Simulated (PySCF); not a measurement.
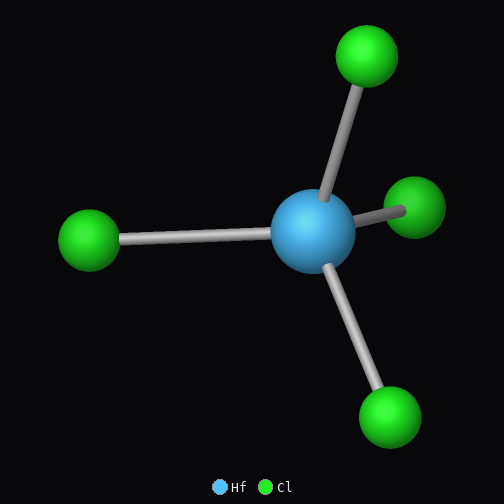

Charge 0, singlet. The computed structure is the end point of a PBE0-D3(BJ)/def2-SVP optimisation. No frequency run is at hand to confirm it as a minimum. Level of theory: PBE0/def2-SVPD, gas phase, core potentials on Hf (PySCF 2.14.0). Excitations: vertical, linear response.

Question: What is the HOMO energy (Kohn–Sham orbital)?

Answer: −9.83 eV.

Question: Estimate the brightest of the 10 lowest singlets.

Answer: 6.17 eV.

Question: Give the lowest vertical singlet excitation at this level.

Answer: 5.96 eV.

Question: Estimate the dipole moment.

Answer: 0.08 D.
